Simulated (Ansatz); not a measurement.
SnH5F: geometry relaxation

The run: geometry relaxation of SnH5F. Method and program: RKS PBE-D4/def2-TZVP (Ansatz 0.2.0).

The input holds or restrains some coordinates. It belongs to a series of runs on one base structure; here: pulled along the bonds that form and break, towards end A. Figures and captions count atoms from 1; the log counts them from 0 in places.

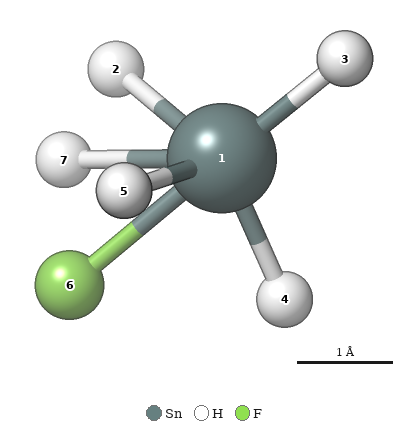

Figure 1. The input geometry (ball-and-stick view, seen at a tilt; atoms are numbered from 1 in the order of the input). Sticks mark near contacts. Bond lengths as drawn: F–Sn 2.17 Å and H–Sn 1.74 to 2.18 Å.

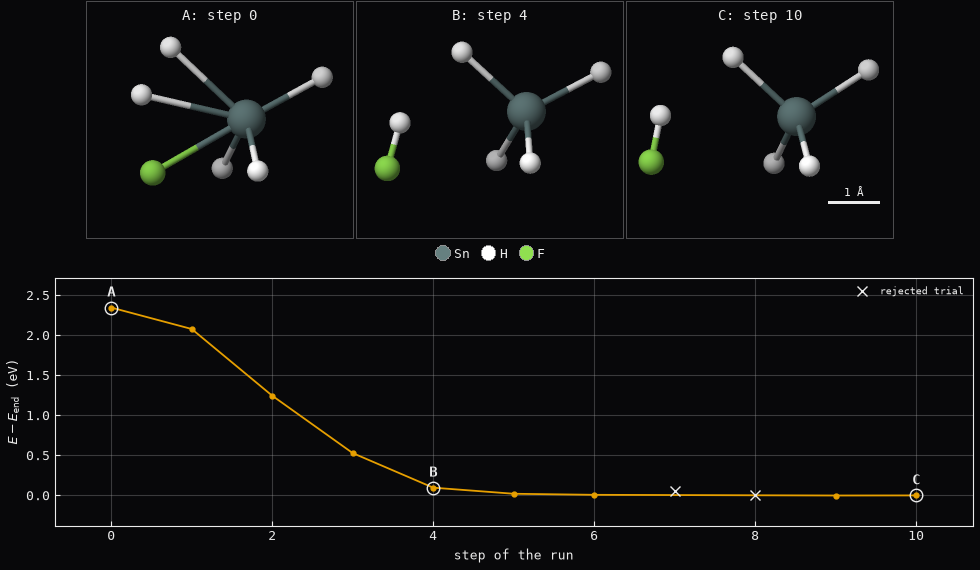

Figure 2. Frames of the restrained relaxation (ball-and-stick view, seen at a tilt) above the curves, on which the letters mark them (the first geometry is step 0 here and step 1 in the log).

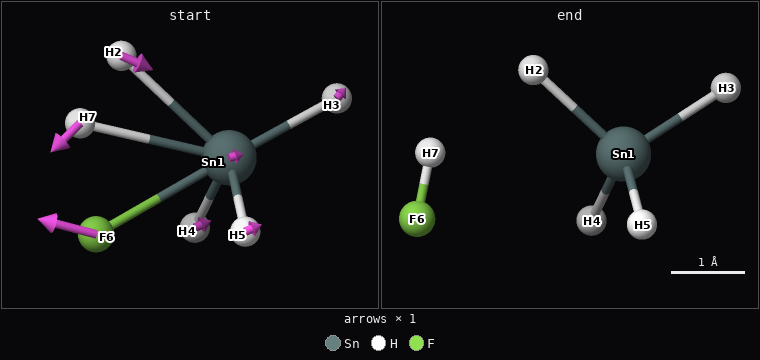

Figure 3. Before (left) and after (right) the restrained relaxation, at one scale (ball-and-stick view, seen at a tilt). The pink arrows give the displacements, at true length. Over 10 geometry steps the energy falls by 2.346 eV. Largest force component: 2.4 eV/Å at the start, 0.47 eV/Å at the end. The line search rejected the trial steps at points 7, 8 (counted from 0) and went back. The atom that moves furthest after the best rigid fit is F6 (0.87 Å). Largest moves by element: F 0.87 Å, H 0.59 Å, Sn 0.21 Å. Among the contacts that change: Sn1–F6 2.170 → 3.075 Å, F6–H7 1.554 → 0.933 Å, Sn1–H7 2.182 → 2.760 Å, Sn1–H2 2.090 → 1.739 Å. New bonds form: F6–H7 (1.55 → 0.93 Å). Bonds break: Sn1–F6 (2.17 → 3.08 Å). Among the angles that change: H2–Sn1–H3 109.4° → 105.9°, H4–Sn1–H5 109.5° → 112.3°. (Atoms are counted from 1 in the order of the input.)

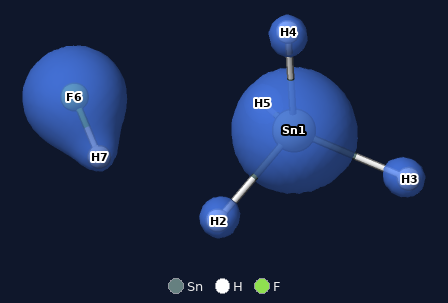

Figure 4. Isosurface of the electron density at 1 e/Å³ (blue), seen at a tilt. At this value the surface falls into six separate pieces. It is pinched off along the Sn···H (2.76 Å) and Sn–H (1.71 Å) contacts. On the grid the lowest density along these lines, outside the cores, is 0.1 e/Å³ (Sn···H, 2.76 Å), 2.4 e/Å³ (F–H, 0.93 Å) and 0.76 e/Å³ (Sn–H, 1.71 Å).

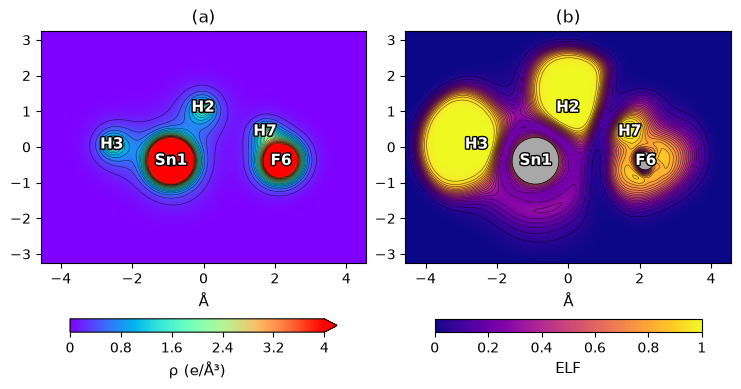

Figure 5. (a) electron density; (b) ELF on the plane of atoms H2, Sn1 and H3. Grey discs, where drawn, cover atomic cores. Atoms in the plane: Sn, H and F. F–H (0.93 Å): ρ is about 4.6 e/Å³ halfway, with its minimum of 2.4 e/Å³ about 0.8 Å from F; the ELF climbs to about 1 towards the hydrogen, as it does in any bond to H; a covalent bond by its length.

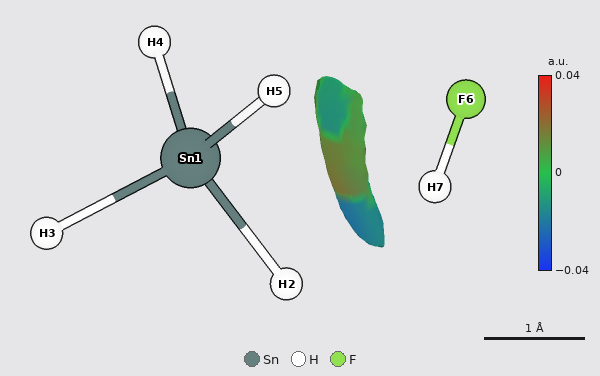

Figure 6. Non-covalent interaction (NCI) plot: the surface where the reduced density gradient is 0.5, for densities under 0.05 a.u., coloured by sign(λ₂)ρ; seen at an oblique angle.

These pictures come from the run below.

### Input file
```yaml
crystal:
  periodic: [false, false, false]
  atoms:
    - { symbol: Sn, position_ang: [0.0, 0.0, 0.0] }
    - { symbol: H, position_ang: [0.0, 0.0, 2.09] }
    - { symbol: H, position_ang: [1.6408, 0.0, -0.5794] }
    - { symbol: H, position_ang: [-0.8195, 1.4198, -0.5794] }
    - { symbol: H, position_ang: [-0.8195, -1.4198, -0.5794] }
    - { symbol: F, position_ang: [-2.0593, 0.0, 0.6842] }
    - { symbol: H, position_ang: [-1.0838, 0.0, 1.8933] }
basis:
  gaussian: { orbitals: def2-TZVP }
hamiltonian:
  xc: pbe
  dispersion: d4
relax:
  f_tol: 0.15
  max_steps: 25
  restrain:
    - { distance: [0, 5], at: 3.07, k: 30.0 }
    - { distance: [6, 1], at: 1.86, k: 30.0 }
    - { distance: [0, 1], at: 1.74, k: 30.0 }
    - { distance: [6, 5], at: 0.92, k: 30.0 }
output:
  orbitals: {}
```

Run as:
```bash
ansatz run input.yaml --threads 4 --pin off --max-ram 5120MiB --backend cpu --events-out ev --progress --plain --runs-dir out
```

### Log
```
The last accepted step is kept in [file] (removed where the run ends without a failure and the disk answers)
Engine: ansatz 0.2.0, x86_64-unknown-linux-gnu
Functional definition: PBE
  parameter kappa = 0.804
  parameter beta = 0.06672455060314922
  exchange = pbe_x(kappa = kappa, mu = beta*pi^2/3)
  correlation = pbe_c(beta = beta)
764 factors; their error is unknown
mean field evaluation 1: about -8620.9590 eV, gradient 4.7e1 eV
mean field evaluation 2: about -8494.1476 eV, gradient 2.2e2 eV
mean field evaluation 4: about -8624.4954 eV, gradient 1.2e1 eV
mean field evaluation 8: about -8624.7992 eV, gradient 1.3e-1 eV
mean field evaluation 16: about -8624.7908 eV, gradient 9.4e-5 eV
mean field -8624.79075807 eV, -316.9552142659 hartree, gradient 7.3e-5 eV, S^2 0.000000; 0 other end points of the search recorded, 0 dependent functions left out
the calculation of the forces begins
reference -8624.79080616 eV, -316.9552160331 hartree; 18, 18 occupied and 93, 93 virtual orbitals, 764 factors
relax step   1: F+E_penalty+E_count = -8624.88876960 eV  Δ(F+E_penalty+E_count) = +0.000e0 eV  max|allowed force component| = 2.416e0 eV/Å  E_restraint = 28.63837187 eV  max|allowed force component, restraints' pulls added| = 3.331e1 eV/Å  Δτ_max = 0.0000 Å  (29 SCF iters, accepted)
  distance Sn 0 - F 5 = 2.1700 Å
  distance H 6 - H 1 = 1.1015 Å
  distance Sn 0 - H 1 = 2.0900 Å
  distance H 6 - F 5 = 1.5536 Å
these checks for a lower state are left out or cut short: starts, cluster_reference, orbital_swaps, neighbouring_geometries, increment
764 factors; their error is unknown
mean field -8625.06668095 eV, -316.9653542446 hartree, gradient 2.4e-5 eV, S^2 0.000000; 0 other end points of the search recorded, 0 dependent functions left out
[... from here on the field's lines of each further geometry are left out, up to the last ...]
relax step   2: F+E_penalty+E_count = -8625.15663241 eV  Δ(F+E_penalty+E_count) = -2.679e-1 eV  max|allowed force component| = 3.507e0 eV/Å  E_restraint = 13.45346551 eV  max|allowed force component, restraints' pulls added| = 2.398e1 eV/Å  Δτ_max = 0.1966 Å  (34 SCF iters, accepted)
relax step   3: F+E_penalty+E_count = -8625.98959254 eV  Δ(F+E_penalty+E_count) = -8.330e-1 eV  max|allowed force component| = 4.039e0 eV/Å  E_restraint = 4.65059564 eV  max|allowed force component, restraints' pulls added| = 1.312e1 eV/Å  Δτ_max = 0.1929 Å  (34 SCF iters, accepted)
relax step   4: F+E_penalty+E_count = -8626.70615315 eV  Δ(F+E_penalty+E_count) = -7.166e-1 eV  max|allowed force component| = 3.348e0 eV/Å  E_restraint = 0.80146950 eV  max|allowed force component, restraints' pulls added| = 5.354e0 eV/Å  Δτ_max = 0.1948 Å  (33 SCF iters, accepted)
relax step   5: F+E_penalty+E_count = -8627.13778127 eV  Δ(F+E_penalty+E_count) = -4.316e-1 eV  max|allowed force component| = 6.027e-1 eV/Å  E_restraint = 0.03116312 eV  max|allowed force component, restraints' pulls added| = 1.406e0 eV/Å  Δτ_max = 0.1990 Å  (34 SCF iters, accepted)
relax step   6: F+E_penalty+E_count = -8627.21390989 eV  Δ(F+E_penalty+E_count) = -7.613e-2 eV  max|allowed force component| = 6.899e-1 eV/Å  E_restraint = 0.00432059 eV  max|allowed force component, restraints' pulls added| = 5.760e-1 eV/Å  Δτ_max = 0.1996 Å  (28 SCF iters, accepted)
relax step   7: F+E_penalty+E_count = -8627.22716045 eV  Δ(F+E_penalty+E_count) = -1.325e-2 eV  max|allowed force component| = 5.020e-1 eV/Å  E_restraint = 0.00271324 eV  max|allowed force component, restraints' pulls added| = 1.433e-1 eV/Å  Δτ_max = 0.1425 Å  (28 SCF iters, accepted)
relax step   8: F+E_penalty+E_count = -8627.17838589 eV  Δ(F+E_penalty+E_count) = +4.877e-2 eV  max|allowed force component| = 1.231e0 eV/Å  E_restraint = 0.04580325 eV  max|allowed force component, restraints' pulls added| = 3.047e0 eV/Å  Δτ_max = 0.1977 Å  (34 SCF iters, rejected (line search))
relax step   9: F+E_penalty+E_count = -8627.23475168 eV  Δ(F+E_penalty+E_count) = -7.591e-3 eV  max|allowed force component| = 2.535e-1 eV/Å  E_restraint = 0.01066523 eV  max|allowed force component, restraints' pulls added| = 9.995e-1 eV/Å  Δτ_max = 0.0963 Å  (28 SCF iters, rejected (line search))
relax step  10: F+E_penalty+E_count = -8627.23568735 eV  Δ(F+E_penalty+E_count) = -8.527e-3 eV  max|allowed force component| = 2.754e-1 eV/Å  E_restraint = 0.00517191 eV  max|allowed force component, restraints' pulls added| = 3.285e-1 eV/Å  Δτ_max = 0.0469 Å  (27 SCF iters, accepted)
the calculation of the forces begins
reference -8627.15509537 eV, -317.0421020591 hartree; 18, 18 occupied and 93, 93 virtual orbitals, 764 factors
relax step  11: F+E_penalty+E_count = -8627.23461090 eV  Δ(F+E_penalty+E_count) = +1.076e-3 eV  max|allowed force component| = 4.719e-1 eV/Å  E_restraint = 0.00295967 eV  max|allowed force component, restraints' pulls added| = 5.670e-3 eV/Å  Δτ_max = 0.0184 Å  (28 SCF iters, accepted)
  distance Sn 0 - F 5 = 3.0753 Å
  distance H 6 - H 1 = 1.8590 Å
  distance Sn 0 - H 1 = 1.7390 Å
  distance H 6 - F 5 = 0.9329 Å
764 factors; their error is unknown
mean field -8627.15504749 eV, -317.0421002995 hartree, gradient 6.4e-5 eV, S^2 0.000000; 1 other end points of the search recorded, 0 dependent functions left out
the calculation of the forces begins
reference -8627.15509537 eV, -317.0421020591 hartree; 18, 18 occupied and 93, 93 virtual orbitals, 764 factors
Total energy: -8627.23465878 eV, -317.0450259604 hartree
Atom 0 at     0.187593    -0.000000    -0.105142 Å, force     0.140121    -0.000002    -0.046357 eV/Å
Atom 1 at     0.135754    -0.000001     1.633101 Å, force    -0.029837     0.000001    -0.029935 eV/Å
Atom 2 at     1.855130    -0.000000    -0.525318 Å, force    -0.002368     0.000000     0.000740 eV/Å
Atom 3 at    -0.562614     1.420118    -0.691637 Å, force     0.001029    -0.001185     0.000619 eV/Å
Atom 4 at    -0.562614    -1.420117    -0.691638 Å, force     0.001029     0.001186     0.000619 eV/Å
Atom 5 at    -2.491258    -0.000003     1.405232 Å, force    -0.471851    -0.000001    -0.128474 eV/Å
Atom 6 at    -1.703291     0.000003     1.904702 Å, force     0.361877     0.000001     0.202789 eV/Å
Dipole moment:     0.291331     0.000002     0.065214 e Å
```

### Trajectory as extended XYZ (Å, eV, eV/Å), 11 frames, from step=1 to step=11
```
7
Properties=species:S:1:pos:R:3:forces:R:3 step=1 energy=-8624.88877
Sn    0.0000    0.0000    0.0000   -1.4695   0.0000  -1.4828
H     0.0000    0.0000    2.0900   -1.5664   0.0000  -0.4756
H     1.6408    0.0000   -0.5794    0.2975   0.0000   0.7762
H    -0.8195    1.4198   -0.5794    0.8214   0.1648  -0.1078
H    -0.8195   -1.4198   -0.5794    0.8214  -0.1648  -0.1078
F    -2.0593    0.0000    0.6842    0.0807   0.0000   2.4160
H    -1.0838    0.0000    1.8933    1.0147   0.0000  -1.0182
7
Properties=species:S:1:pos:R:3:forces:R:3 step=2 energy=-8625.15663
Sn    0.1237    0.0000    0.0127   -2.8188   0.0000  -0.2677
H     0.1065    0.0000    2.0317   -0.6706   0.0000  -1.2077
H     1.6505    0.0000   -0.5746    1.5105   0.0000  -0.0219
H    -0.8097    1.4183   -0.5790    0.9855  -0.4668   0.2727
H    -0.8097   -1.4183   -0.5790    0.9855   0.4668   0.2727
F    -2.1504    0.0000    0.8256    1.6433   0.0000   3.5065
H    -1.2522    0.0000    1.7919   -1.6354   0.0000  -2.5546
7
Properties=species:S:1:pos:R:3:forces:R:3 step=3 energy=-8625.98959
Sn    0.2309    0.0000    0.0276   -4.0388   0.0000   0.5028
H     0.1922    0.0000    1.9572   -0.0636   0.0000  -1.4012
H     1.6791    0.0000   -0.5827    2.5192   0.0000  -0.7187
H    -0.7972    1.4073   -0.5722    1.1159  -0.7647   0.4426
H    -0.7972   -1.4073   -0.5722    1.1159   0.7647   0.4426
F    -2.2241    0.0000    0.9655    2.1189   0.0000   3.1896
H    -1.4251    0.0000    1.7062   -2.7674   0.0000  -2.4577
7
Properties=species:S:1:pos:R:3:forces:R:3 step=4 energy=-8626.70615
Sn    0.2933    0.0000    0.0323   -3.3476   0.0000   0.0220
H     0.2427    0.0000    1.8415    0.0823   0.0000  -0.7984
H     1.7601    0.0000   -0.6109    1.7618   0.0000  -0.5538
H    -0.7591    1.3785   -0.5554    1.0069  -0.6863   0.4237
H    -0.7591   -1.3785   -0.5554    1.0069   0.6863   0.4237
F    -2.3480    0.0000    1.1158   -0.0978   0.0000   0.4918
H    -1.5712    0.0000    1.6614   -0.4125   0.0000  -0.0091
7
Properties=species:S:1:pos:R:3:forces:R:3 step=5 energy=-8627.13778
Sn    0.2493    0.0000   -0.0458   -0.1794   0.0000   0.2331
H     0.2148    0.0000    1.7078    0.0535   0.0000  -0.1893
H     1.8369    0.0000   -0.6281    0.2736   0.0000  -0.0171
H    -0.6535    1.3436   -0.5264    0.0263   0.3849  -0.1518
H    -0.6535   -1.3436   -0.5264    0.0263  -0.3849  -0.1518
F    -2.4825    0.0000    1.2624   -0.6027   0.0000  -0.1097
H    -1.6527    0.0000    1.6858    0.4024   0.0000   0.3868
7
Properties=species:S:1:pos:R:3:forces:R:3 step=6 energy=-8627.21391
Sn    0.1438    0.0000   -0.1248    0.6899   0.0000   0.0838
H     0.1757    0.0000    1.6155   -0.2178   0.0000   0.0147
H     1.8454    0.0000   -0.4809   -0.2287   0.0000  -0.0727
H    -0.5637    1.4473   -0.6713   -0.0900   0.0206  -0.0734
H    -0.5637   -1.4473   -0.6713   -0.0900  -0.0206  -0.0734
F    -2.5104    0.0000    1.4267   -0.3532   0.0000  -0.0704
H    -1.6683    0.0000    1.8355    0.2897   0.0000   0.1913
7
Properties=species:S:1:pos:R:3:forces:R:3 step=7 energy=-8627.22716
Sn    0.2086    0.0000   -0.1110   -0.0033   0.0000  -0.0008
H     0.0962    0.0000    1.6244    0.1130   0.0000  -0.0470
H     1.8716    0.0000   -0.5467    0.0006   0.0000   0.0435
H    -0.5568    1.4116   -0.6983    0.0219   0.0229  -0.0164
H    -0.5568   -1.4116   -0.6983    0.0219  -0.0229  -0.0164
F    -2.4721    0.0000    1.3962   -0.5020   0.0000  -0.1407
H    -1.7320    0.0000    1.9630    0.3478   0.0000   0.1777
7
Properties=species:S:1:pos:R:3:forces:R:3 step=8 energy=-8627.17839 accepted=F
Sn    0.1321    0.0000   -0.0998    0.7877   0.0000  -0.0236
H     0.2063    0.0000    1.6477   -0.3268   0.0000  -0.0808
H     1.8289    0.0000   -0.4876   -0.2359   0.0000  -0.0320
H    -0.5666    1.4419   -0.6725   -0.1041   0.0260  -0.0169
H    -0.5666   -1.4419   -0.6725   -0.1041  -0.0260  -0.0169
F    -2.5386    0.0000    1.4243    1.2137   0.0000   0.5521
H    -1.6368    0.0000    1.7897   -1.2306   0.0000  -0.3818
7
Properties=species:S:1:pos:R:3:forces:R:3 step=9 energy=-8627.23475 accepted=F
Sn    0.1773    0.0000   -0.1013    0.2535   0.0000  -0.0724
H     0.1516    0.0000    1.6376   -0.0951   0.0000  -0.0159
H     1.8483    0.0000   -0.5189   -0.0331   0.0000  -0.0035
H    -0.5645    1.4224   -0.6868   -0.0209   0.0118  -0.0003
H    -0.5645   -1.4224   -0.6868   -0.0209  -0.0118  -0.0003
F    -2.5041    0.0000    1.4070    0.0561   0.0000   0.1733
H    -1.6854    0.0000    1.8786   -0.1396   0.0000  -0.0811
7
Properties=species:S:1:pos:R:3:forces:R:3 step=10 energy=-8627.23569
Sn    0.1893    0.0000   -0.1062    0.1366   0.0000  -0.0545
H     0.1276    0.0000    1.6312   -0.0106   0.0000  -0.0284
H     1.8574    0.0000   -0.5280   -0.0111   0.0000   0.0138
H    -0.5585    1.4192   -0.6979   -0.0013   0.0016   0.0036
H    -0.5585   -1.4192   -0.6979   -0.0013  -0.0016   0.0036
F    -2.4902    0.0000    1.4057   -0.2754   0.0000  -0.0003
H    -1.7083    0.0000    1.9224    0.1631   0.0000   0.0622
7
Properties=species:S:1:pos:R:3:forces:R:3 step=11 energy=-8627.23461
Sn    0.1876    0.0000   -0.1051    0.1401   0.0000  -0.0464
H     0.1358    0.0000    1.6331   -0.0298   0.0000  -0.0299
H     1.8551    0.0000   -0.5253   -0.0024   0.0000   0.0007
H    -0.5626    1.4201   -0.6916    0.0010  -0.0012   0.0006
H    -0.5626   -1.4201   -0.6916    0.0010   0.0012   0.0006
F    -2.4913    0.0000    1.4052   -0.4719   0.0000  -0.1285
H    -1.7033    0.0000    1.9047    0.3619   0.0000   0.2028
```

### Summary

| quantity | value |
| --- | --- |
| outcome | converged under the restraints of the input |
| total energy | −8627.2347 eV |
| mean-field energy | −8627.1551 eV |
| largest force (length of the vector) at the end, held atoms and coordinates included | 0.489 eV/Å |
| hardware | 4 threads of AMD EPYC (Zen 5), 32 GiB of memory available, shared host |
| wall time | 3.6 s (CPU time 12 s) |
| peak memory | 0.19 GiB |
